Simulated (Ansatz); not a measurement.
## Run report: Si2NH7O, geometry relaxation (part 2 of 2)

The same run, continued: Si2NH7O; RKS r2SCAN-D4/6-31G (Ansatz 0.2.0). It belongs to a series of runs on one base structure; here: start relaxed.

Geometry of the input (Å):
```
Si 0.0000  0.0000  0.0000
N  0.0000  0.0000  1.8200
H  -0.8770  -0.2713  2.3500
H  0.8770  0.2713  2.3500
O  1.5842  0.0000  -0.5594
Si 2.4906  -1.3762  -0.8866
H  1.6598  -2.3521  -1.5857
H  3.6318  -1.0202  -1.7249
H  2.9691  -1.9538  0.3660
H  -0.6877  1.1914  -0.4862
H  -0.6877  -1.1914  -0.4862
```

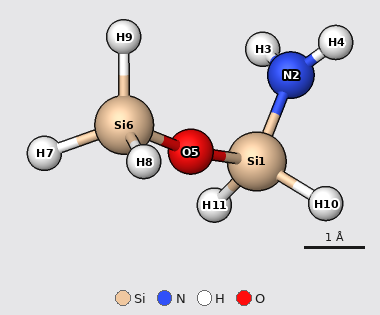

**Figure 1.** The geometry at step 14 of the log (ball-and-stick view, seen at a tilt; atoms are numbered from 1 in the order of the input).

Trajectory as extended XYZ, continued
```
11
Properties=species:S:1:pos:R:3:forces:R:3 step=8 energy=-19401.07230
Si   -0.1135    0.0867    0.0815    0.0322   0.0253  -0.0015
N    -0.1416    0.0556    1.8320    0.0123  -0.0059   0.0223
H    -0.4707   -0.7421    2.3540   -0.0202  -0.0262   0.0151
H     0.2874    0.7657    2.4070   -0.0068   0.0164  -0.0303
O     1.3143   -0.4770   -0.6442   -0.0001  -0.0187   0.0006
Si    2.5987   -1.5336   -0.9611   -0.0059   0.0059   0.0005
H     2.1028   -2.7714   -1.6658    0.0063  -0.0027   0.0000
H     3.6040   -0.8432   -1.8391   -0.0083   0.0021   0.0016
H     3.2757   -1.9543    0.3196    0.0017   0.0011  -0.0049
H    -0.2555    1.5101   -0.3593    0.0000   0.0098  -0.0004
H    -1.2414   -0.7989   -0.3676   -0.0111  -0.0071  -0.0028
11
Properties=species:S:1:pos:R:3:forces:R:3 step=9 energy=-19401.07400
Si   -0.1162    0.0804    0.0891   -0.0119  -0.0157   0.0342
N    -0.1597    0.0647    1.8409    0.0080   0.0047  -0.0358
H    -0.4976   -0.7243    2.3712   -0.0075  -0.0017   0.0038
H     0.2680    0.7831    2.4060   -0.0020   0.0056   0.0036
O     1.2885   -0.5498   -0.6192   -0.0125   0.0197  -0.0018
Si    2.6075   -1.5450   -0.9693    0.0231  -0.0291   0.0017
H     2.1513   -2.7912   -1.6859    0.0049   0.0072   0.0025
H     3.5773   -0.8071   -1.8506   -0.0130   0.0037   0.0040
H     3.3189   -1.9579    0.2959   -0.0082   0.0085  -0.0124
H    -0.2060    1.5102   -0.3523    0.0111  -0.0145   0.0020
H    -1.2719   -0.7652   -0.3689    0.0077   0.0115  -0.0018
11
Properties=species:S:1:pos:R:3:forces:R:3 step=10 energy=-19401.07435
Si   -0.1181    0.0661    0.0994    0.0145   0.0507   0.0086
N    -0.1766    0.0742    1.8514   -0.0170  -0.0222  -0.0694
H    -0.5325   -0.7001    2.3917   -0.0004   0.0004   0.0034
H     0.2485    0.8002    2.4082    0.0110   0.0046   0.0055
O     1.2642   -0.6213   -0.5967    0.0020  -0.0423   0.0076
Si    2.6164   -1.5592   -0.9783   -0.0105   0.0543  -0.0048
H     2.2001   -2.8114   -1.7093    0.0085   0.0165   0.0180
H     3.5426   -0.7661   -1.8635   -0.0205  -0.0300   0.0225
H     3.3609   -1.9542    0.2737   -0.0119  -0.0030  -0.0247
H    -0.1425    1.5005   -0.3455   -0.0112  -0.0421   0.0127
H    -1.3029   -0.7310   -0.3741    0.0353   0.0131   0.0205
11
Properties=species:S:1:pos:R:3:forces:R:3 step=11 energy=-19401.07413 accepted=F
Si   -0.1148    0.0774    0.0910   -0.0218   0.0214   0.0344
N    -0.1620    0.0666    1.8424   -0.0098  -0.0209  -0.0008
H    -0.5109   -0.7176    2.3739    0.0035   0.0152  -0.0128
H     0.2701    0.7817    2.4086   -0.0055   0.0029  -0.0126
O     1.2911   -0.5527   -0.6114    0.0076  -0.0097  -0.0149
Si    2.6090   -1.5459   -0.9701    0.0167  -0.0115   0.0009
H     2.1523   -2.7912   -1.6874    0.0021   0.0030  -0.0007
H     3.5710   -0.8016   -1.8544   -0.0042  -0.0025   0.0026
H     3.3258   -1.9598    0.2910   -0.0007   0.0053  -0.0079
H    -0.2002    1.5055   -0.3563    0.0059  -0.0061   0.0048
H    -1.2714   -0.7648   -0.3703    0.0062   0.0030   0.0071
11
Properties=species:S:1:pos:R:3:forces:R:3 step=12 energy=-19401.07462
Si   -0.1152    0.0730    0.0960   -0.0118   0.0165   0.0239
N    -0.1720    0.0709    1.8473   -0.0043  -0.0079  -0.0243
H    -0.5272   -0.7076    2.3824    0.0016   0.0057  -0.0064
H     0.2567    0.7907    2.4099    0.0010   0.0000  -0.0030
O     1.2788   -0.5880   -0.6016    0.0064  -0.0194  -0.0030
Si    2.6136   -1.5526   -0.9752    0.0063   0.0114  -0.0026
H     2.1775   -2.8028   -1.6967   -0.0008   0.0079   0.0036
H     3.5551   -0.7845   -1.8630   -0.0095  -0.0099   0.0094
H     3.3481   -1.9578    0.2785   -0.0040   0.0051  -0.0083
H    -0.1699    1.5039   -0.3503    0.0011  -0.0172   0.0053
H    -1.2854   -0.7475   -0.3704    0.0139   0.0077   0.0052
11
Properties=species:S:1:pos:R:3:forces:R:3 step=13 energy=-19401.07474
Si   -0.1153    0.0725    0.0983   -0.0204  -0.0248   0.0230
N    -0.1786    0.0734    1.8494    0.0049   0.0068  -0.0300
H    -0.5389   -0.7024    2.3855    0.0055   0.0139  -0.0115
H     0.2533    0.7926    2.4102   -0.0013  -0.0055   0.0098
O     1.2702   -0.6115   -0.5933    0.0100   0.0038  -0.0022
Si    2.6163   -1.5549   -0.9775   -0.0001  -0.0029   0.0005
H     2.1907   -2.8082   -1.6998    0.0020   0.0102   0.0019
H     3.5461   -0.7751   -1.8681   -0.0153  -0.0052   0.0108
H     3.3627   -1.9558    0.2706   -0.0062   0.0092  -0.0076
H    -0.1539    1.5042   -0.3490    0.0070  -0.0223   0.0063
H    -1.2926   -0.7372   -0.3693    0.0137   0.0168  -0.0010
11
Properties=species:S:1:pos:R:3:forces:R:3 step=14 energy=-19401.05764 accepted=F
Si   -0.1031    0.0700    0.1145    0.1790  -0.2102  -0.1874
N    -0.2118    0.0738    1.8521    0.1340   0.1526   0.2627
H    -0.6463   -0.6744    2.3701   -0.0033  -0.0112   0.0307
H     0.2685    0.7506    2.4299   -0.0695  -0.0769  -0.0081
O     1.2383   -0.6924   -0.5753    0.0841   0.0954   0.0695
Si    2.6251   -1.5552   -0.9857   -0.2380   0.0144   0.0621
H     2.2076   -2.8189   -1.6728    0.0657  -0.1716  -0.0466
H     3.4826   -0.7615   -1.9152    0.1189   0.1282  -0.1357
H     3.4234   -1.8730    0.2431    0.0880  -0.0843   0.0940
H    -0.0437    1.4817   -0.3506   -0.0508   0.2292  -0.0242
H    -1.2807   -0.7030   -0.3530   -0.3080  -0.0656  -0.1172
11
Properties=species:S:1:pos:R:3:forces:R:3 step=15 energy=-19401.07499
Si   -0.1163    0.0696    0.0994    0.0011  -0.0007   0.0008
N    -0.1793    0.0738    1.8492   -0.0004   0.0011  -0.0041
H    -0.5463   -0.6983    2.3852   -0.0021  -0.0022   0.0019
H     0.2578    0.7891    2.4108    0.0019   0.0020   0.0027
O     1.2635   -0.6249   -0.5914    0.0017  -0.0027  -0.0006
Si    2.6163   -1.5561   -0.9775   -0.0012   0.0011  -0.0002
H     2.2002   -2.8118   -1.6996    0.0013  -0.0010  -0.0003
H     3.5366   -0.7679   -1.8692   -0.0009   0.0003  -0.0001
H     3.3680   -1.9484    0.2694    0.0004   0.0009   0.0001
H    -0.1410    1.5002   -0.3487    0.0006   0.0012   0.0005
H    -1.2993   -0.7276   -0.3706   -0.0024   0.0000  -0.0007
11
Properties=species:S:1:pos:R:3:forces:R:3 step=17 energy=-19401.07484 accepted=F
Si   -0.1159    0.0697    0.0999    0.0117  -0.0085  -0.0173
N    -0.1809    0.0734    1.8479    0.0039   0.0090   0.0455
H    -0.5568   -0.6957    2.3817   -0.0054  -0.0086   0.0076
H     0.2644    0.7815    2.4124   -0.0029   0.0005  -0.0047
O     1.2604   -0.6323   -0.5879   -0.0060   0.0084  -0.0030
Si    2.6161   -1.5556   -0.9770    0.0039  -0.0135   0.0025
H     2.2038   -2.8138   -1.6947   -0.0009  -0.0163  -0.0073
H     3.5285   -0.7657   -1.8726    0.0163   0.0160  -0.0185
H     3.3743   -1.9402    0.2671    0.0081  -0.0058   0.0139
H    -0.1331    1.4979   -0.3500    0.0003   0.0341  -0.0081
H    -1.3007   -0.7214   -0.3698   -0.0290  -0.0153  -0.0106
11
Properties=species:S:1:pos:R:3:forces:R:3 step=18 energy=-19401.07502
Si   -0.1164    0.0692    0.0998    0.0030  -0.0005  -0.0020
N    -0.1806    0.0740    1.8494   -0.0005   0.0000   0.0025
H    -0.5502   -0.6969    2.3854   -0.0011  -0.0007   0.0012
H     0.2584    0.7881    2.4112    0.0006   0.0006   0.0014
O     1.2618   -0.6298   -0.5897   -0.0030  -0.0017  -0.0006
Si    2.6166   -1.5568   -0.9778    0.0014   0.0020   0.0006
H     2.2036   -2.8137   -1.6994    0.0004  -0.0017   0.0004
H     3.5332   -0.7659   -1.8710    0.0005   0.0011  -0.0016
H     3.3714   -1.9459    0.2680    0.0005  -0.0009   0.0003
H    -0.1365    1.4998   -0.3481    0.0007   0.0025  -0.0010
H    -1.3013   -0.7245   -0.3709   -0.0026  -0.0007  -0.0012
11
Properties=species:S:1:pos:R:3:forces:R:3 step=19 energy=-19401.07510
Si   -0.1168    0.0661    0.1032    0.0144   0.0015  -0.0278
N    -0.1890    0.0753    1.8518   -0.0019  -0.0042   0.0342
H    -0.5749   -0.6882    2.3874    0.0055   0.0103  -0.0067
H     0.2616    0.7816    2.4149   -0.0070  -0.0087  -0.0082
O     1.2493   -0.6625   -0.5788   -0.0098   0.0019   0.0021
Si    2.6200   -1.5587   -0.9804   -0.0085  -0.0148   0.0067
H     2.2264   -2.8262   -1.6936   -0.0013   0.0019  -0.0077
H     3.5104   -0.7507   -1.8851    0.0034   0.0002   0.0023
H     3.3936   -1.9331    0.2584    0.0067   0.0098   0.0002
H    -0.1055    1.4968   -0.3463   -0.0018   0.0047   0.0019
H    -1.3150   -0.7026   -0.3746    0.0002  -0.0024   0.0029
11
Properties=species:S:1:pos:R:3:forces:R:3 step=20 energy=-19401.07476 accepted=F
Si   -0.1160    0.0678    0.1022   -0.0057  -0.0193   0.0014
N    -0.1888    0.0752    1.8514    0.0041   0.0060   0.0113
H    -0.5729   -0.6894    2.3867    0.0029   0.0054  -0.0070
H     0.2591    0.7828    2.4147   -0.0021  -0.0039  -0.0001
O     1.2492   -0.6623   -0.5800   -0.0086  -0.0038   0.0020
Si    2.6174   -1.5639   -0.9790    0.0279   0.0490  -0.0150
H     2.2227   -2.8261   -1.7019    0.0028  -0.0043   0.0259
H     3.5128   -0.7558   -1.8794   -0.0061  -0.0008  -0.0107
H     3.3978   -1.9258    0.2595   -0.0216  -0.0289  -0.0016
H    -0.1074    1.4998   -0.3449    0.0032  -0.0081  -0.0012
H    -1.3137   -0.7047   -0.3722    0.0032   0.0087  -0.0049
11
Properties=species:S:1:pos:R:3:forces:R:3 step=21 energy=-19401.07517
Si   -0.1167    0.0666    0.1023    0.0003   0.0005  -0.0029
N    -0.1882    0.0745    1.8516    0.0001  -0.0004   0.0061
H    -0.5737   -0.6894    2.3867    0.0010   0.0015  -0.0009
H     0.2617    0.7808    2.4148   -0.0013  -0.0014  -0.0012
O     1.2470   -0.6645   -0.5807    0.0000  -0.0017  -0.0019
Si    2.6191   -1.5598   -0.9799   -0.0011  -0.0011   0.0012
H     2.2273   -2.8275   -1.6939    0.0002   0.0000  -0.0006
H     3.5100   -0.7516   -1.8841    0.0004   0.0003  -0.0002
H     3.3941   -1.9288    0.2597    0.0007   0.0011   0.0004
H    -0.1044    1.4981   -0.3450    0.0003   0.0014   0.0002
H    -1.3161   -0.7008   -0.3744   -0.0005  -0.0002  -0.0001
```

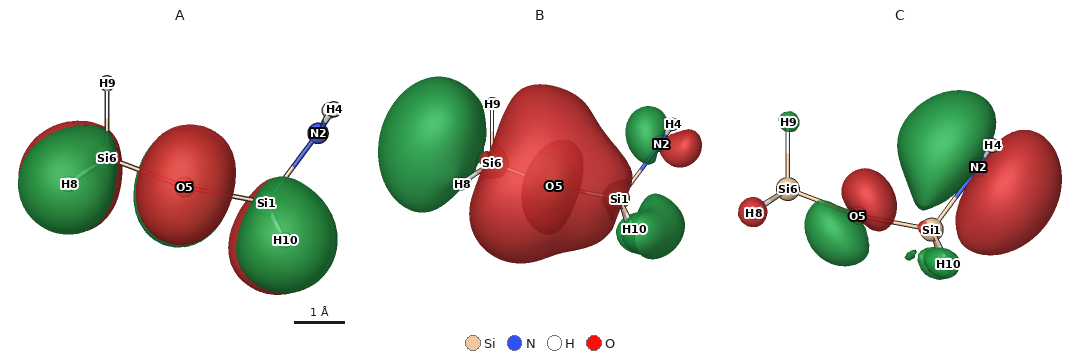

**Figure 2.** Three frontier orbitals at ±0.06 Å⁻³ᐟ² (green and red are the two phases). A is the HOMO−1 (−6.76 eV). It lies mainly on O5 (55 %), Si1 (10 %) and Si6 (10 %). C is the HOMO (−6.10 eV). B is the LUMO (0.19 eV). It lies mainly on Si6 (50 %), Si1 (15 %) and O5 (15 %). The HOMO–LUMO gap is 6.29 eV between the orbital energies.

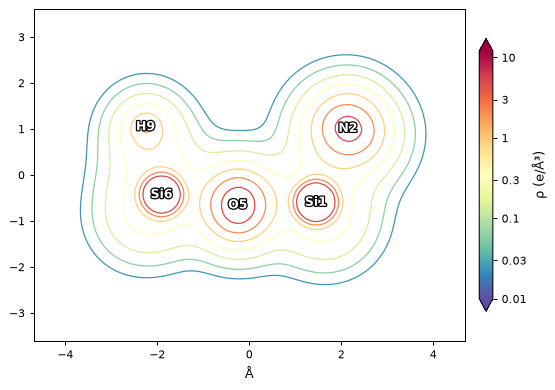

**Figure 3.** Electron density on the plane of atoms N2, Si1 and O5. The section cuts through Si, N, O and H sites. Si–O (1.69 Å): ρ is about 0.83 e/Å³ halfway. Si–N (1.75 Å): ρ at the midpoint is about 0.88 e/Å³.

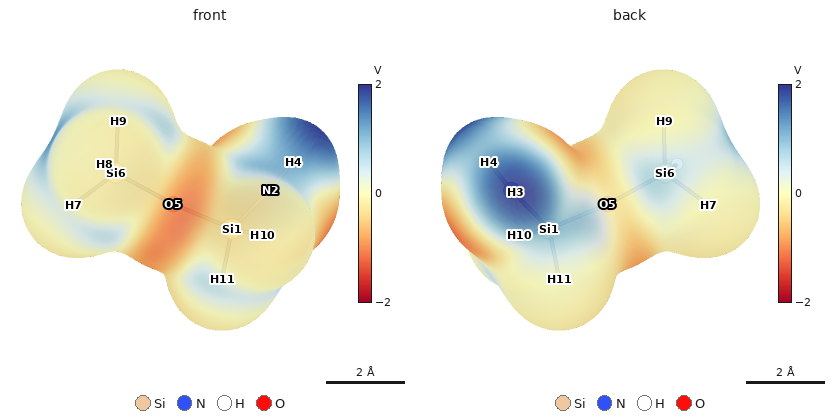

**Figure 4.** The molecular electrostatic potential painted on the density surface at 0.002 e/bohr³, seen at a tilt and from behind; red is negative and blue positive.

Key numbers

| quantity | value |
| --- | --- |
| outcome | converged |
| total energy | −19401.0752 eV |
| mean-field energy | −19401.0226 eV |
| largest force (length of the vector) at the end | 0.006 eV/Å |
| hardware | 1 thread of Arm Neoverse V1, 24 GiB of memory available, shared host |
| wall time | 2 min |
| peak memory | 0.16 GiB |
